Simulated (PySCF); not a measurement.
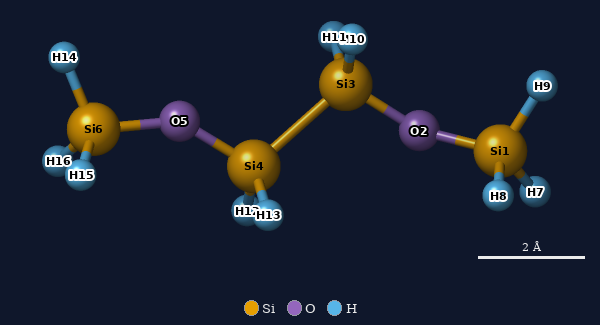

Fig. 1: The input geometry of the first run (ball-and-stick view, seen on its broad side; atoms are numbered from 1 in the order of the input).

# Si₄H₁₀O₂: one change and its effect

System: Si₄H₁₀O₂, SMILES [SiH3]O[SiH2][SiH2]O[SiH3].
Method of the first run: GIAO HF/pcSseg-1 NMR shielding, non-relativistic, gas phase (PySCF 2.14.0).

The geometry comes from this level: PBE0-D3(BJ)/def2-SVP. Text and figures count atoms from 1; the logs count them from 0 in places.

**Input, the first run**
```
{"job": {"kind": "nmr", "xc": "HF", "basis": "pcSseg-1", "pop": false}, "charge": 0, "multiplicity": 1}
Si     3.799769    -0.391151     0.627238
O      2.302366    -0.499940    -0.069991
Si     0.967283     0.262495    -0.707299
Si    -0.878054    -0.435886     0.555436
O     -2.228310     0.329807    -0.051371
Si    -3.866462     0.510734     0.134286
H      4.420571    -1.745725     0.623133
H      3.682396     0.091199     2.036598
H      4.666904     0.557633    -0.136066
H      1.129214     1.750710    -0.641622
H      0.817869    -0.121579    -2.143889
H     -1.045308    -1.922156     0.472922
H     -0.689667    -0.086052     2.000367
H     -4.333898     1.542027    -0.833336
H     -4.186903     0.948881     1.527115
H     -4.565311    -0.782046    -0.137489
```

The first line tells a small driver script what to run in PySCF; the rest is the geometry in Å.

Hardware: 1 CPU thread, shared host.

**Output (the first run)**
```
final grid: 123840 points
cycle   1  E = -1311.2002712354  dE = -8.098e-02  |g| = 7.778e-01  |ddm| = 3.490e+00
cycle   2  E = -1311.3040072600  dE = -1.037e-01  |g| = 4.977e-01  |ddm| = 8.348e-01
cycle   3  E = -1311.3477212236  dE = -4.371e-02  |g| = 7.116e-02  |ddm| = 3.279e-01
cycle   4  E = -1311.3495933432  dE = -1.872e-03  |g| = 1.160e-02  |ddm| = 1.203e-01
cycle   5  E = -1311.3496447240  dE = -5.138e-05  |g| = 2.368e-03  |ddm| = 2.288e-02
cycle   6  E = -1311.3496479181  dE = -3.194e-06  |g| = 6.121e-04  |ddm| = 6.200e-03
cycle   7  E = -1311.3496481434  dE = -2.253e-07  |g| = 2.156e-04  |ddm| = 1.751e-03
cycle   8  E = -1311.3496481566  dE = -1.320e-08  |g| = 7.597e-05  |ddm| = 2.942e-04
cycle   9  E = -1311.3496481588  dE = -2.203e-09  |g| = 1.201e-05  |ddm| = 1.475e-04
cycle  10  E = -1311.3496481588  dE = -7.390e-11  |g| = 2.536e-06  |ddm| = 2.650e-05
converged SCF energy = -1311.3496481588

GIAO shielding tensors (ppm)
atom      isotropic    diamagn.    paramagn.     s11        s22        s33       span
  0 Si     436.976     873.831    -436.855    403.561    410.961    496.406     92.845
  1 O      360.142     403.723     -43.580    311.581    372.913    395.934     84.353
  2 Si     427.121     876.628    -449.507    380.736    407.549    493.078    112.342
  3 Si     427.600     876.975    -449.375    379.489    406.652    496.658    117.169
  4 O      355.641     403.939     -48.298    305.834    363.687    397.402     91.567
  5 Si     435.184     873.689    -438.505    400.987    408.099    496.466     95.479
  6 H       27.305      27.561      -0.256     24.017     25.477     32.420      8.402
  7 H       27.326      28.642      -1.316     23.896     26.048     32.033      8.137
  8 H       27.246      27.373      -0.127     24.028     25.600     32.110      8.082
  9 H       26.987      30.984      -3.997     23.651     26.485     30.825      7.175
 10 H       27.011      30.266      -3.254     23.537     26.189     31.308      7.771
 11 H       27.009      30.764      -3.756     23.507     26.500     31.020      7.513
 12 H       27.024      31.187      -4.163     23.588     26.586     30.896      7.308
 13 H       27.318      27.842      -0.525     23.968     25.577     32.408      8.440
 14 H       27.245      27.702      -0.458     23.979     25.745     32.009      8.030
 15 H       27.242      27.552      -0.309     23.944     25.670     32.114      8.170
```

The second run used a changed input.

**The two runs side by side**

| quantity | the first run | the second run |
| --- | --- | --- |
| outcome | converged | converged |
| total energy (hartree) | −1311.349648 | −1314.470891 |
| HOMO (eV) | −10.65 | −6.41 |
| LUMO (eV) | 2.48 | −1.50 |
| dipole moment (D) | 0.42 | 0.33 |
| shielding of Si1 (ppm) | 437.0 | 367.4 |
| shielding of O2 (ppm) | 360.1 | 338.6 |
| shielding of Si3 (ppm) | 427.1 | 358.2 |
| shielding of Si4 (ppm) | 427.6 | 358.9 |
| shielding of O5 (ppm) | 355.6 | 331.1 |
| shielding of Si6 (ppm) | 435.2 | 365.3 |
| shielding of H10 (ppm) | 27.0 | 26.0 |
| SCF iterations | 10 | 14 |
| basis functions | 180 | 180 |
| wall time (shared host) | 16 s | 42 s |

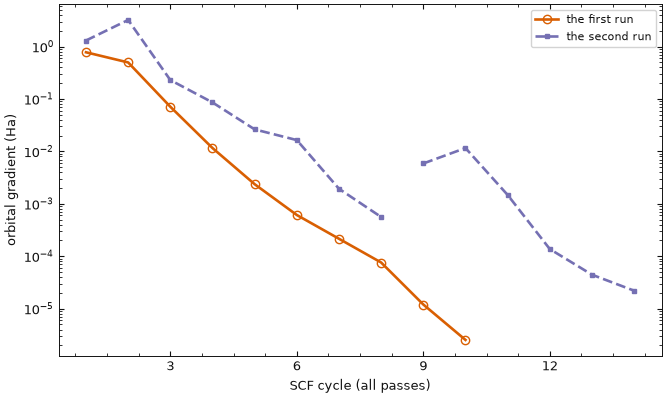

Fig. 2: Convergence of the two runs: orbital gradient against the SCF cycle. A break in a curve parts two SCF passes (coarse and final grid). The first run takes 10 cycles in all, and the second run takes 14.

What was changed in the input?

The change (lines with − go, lines with + come):
```diff
-"xc": "HF"
+"xc": "BLYP"
```

The total energies belong to different methods, so their difference says nothing on which is more stable or more accurate. The HOMO goes from −10.65 to −6.41 eV. The LUMO goes from 2.48 to −1.50 eV. The dipole moment goes from 0.42 to 0.33 D. Of all shieldings, the largest change is that of Si6, by −69.9 ppm. The method changes from HF to BLYP. Exact exchange removes part of the self-interaction error of semilocal functionals, which pushes filled and empty levels apart. The SCF takes 14 iterations against 10.

**Output (the second run)**
```
coarse grid: 14872 points
cycle   1  E = -1314.1133253319  dE =  3.113e-01  |g| = 1.304e+00  |ddm| = 3.687e+00
cycle   2  E = -1312.2633387981  dE =  1.850e+00  |g| = 3.211e+00  |ddm| = 4.613e+00
cycle   3  E = -1314.3894469552  dE = -2.126e+00  |g| = 2.296e-01  |ddm| = 4.167e+00
cycle   4  E = -1314.4022066020  dE = -1.276e-02  |g| = 8.589e-02  |ddm| = 4.195e-01
cycle   5  E = -1314.4041843109  dE = -1.978e-03  |g| = 2.631e-02  |ddm| = 1.359e-01
cycle   6  E = -1314.4042870683  dE = -1.028e-04  |g| = 1.644e-02  |ddm| = 3.360e-02
cycle   7  E = -1314.4043355453  dE = -4.848e-05  |g| = 1.937e-03  |ddm| = 1.443e-02
cycle   8  E = -1314.4043364389  dE = -8.935e-07  |g| = 5.610e-04  |ddm| = 2.730e-03
final grid: 123840 points
cycle   9  E = -1314.4708852403  dE = -7.089e-06  |g| = 5.886e-03  |ddm| = 1.266e-02
cycle  10  E = -1314.4708679442  dE =  1.730e-05  |g| = 1.159e-02  |ddm| = 1.146e-02
cycle  11  E = -1314.4708902318  dE = -2.229e-05  |g| = 1.477e-03  |ddm| = 8.766e-03
cycle  12  E = -1314.4708906957  dE = -4.638e-07  |g| = 1.371e-04  |ddm| = 1.767e-03
cycle  13  E = -1314.4708907011  dE = -5.448e-09  |g| = 4.447e-05  |ddm| = 2.078e-04
cycle  14  E = -1314.4708907015  dE = -3.386e-10  |g| = 2.203e-05  |ddm| = 5.180e-05
converged SCF energy = -1314.4708907015

GIAO shielding tensors (ppm)
atom      isotropic    diamagn.    paramagn.     s11        s22        s33       span
  0 Si     367.406     878.501    -511.095    319.807    328.761    453.651    133.844
  1 O      338.647     399.674     -61.028    259.465    368.851    387.624    128.159
  2 Si     358.208     880.558    -522.350    302.887    325.206    446.531    143.643
  3 Si     358.883     880.943    -522.060    301.913    323.886    450.850    148.937
  4 O      331.057     400.169     -69.112    249.155    357.023    386.993    137.838
  5 Si     365.277     878.393    -513.116    316.711    325.104    454.017    137.307
  6 H       26.433      27.582      -1.149     23.237     24.730     31.332      8.094
  7 H       26.388      28.833      -2.445     23.033     25.072     31.058      8.025
  8 H       26.328      27.333      -1.005     23.235     24.682     31.067      7.832
  9 H       25.995      30.849      -4.854     22.858     25.500     29.626      6.768
 10 H       26.056      30.054      -3.998     22.706     25.381     30.080      7.374
 11 H       26.027      30.587      -4.560     22.747     25.536     29.796      7.049
 12 H       26.039      31.057      -5.019     22.849     25.564     29.703      6.854
 13 H       26.456      27.944      -1.489     23.217     24.817     31.333      8.117
 14 H       26.316      27.730      -1.414     23.202     24.776     30.969      7.767
 15 H       26.311      27.553      -1.242     23.146     24.723     31.064      7.919
```
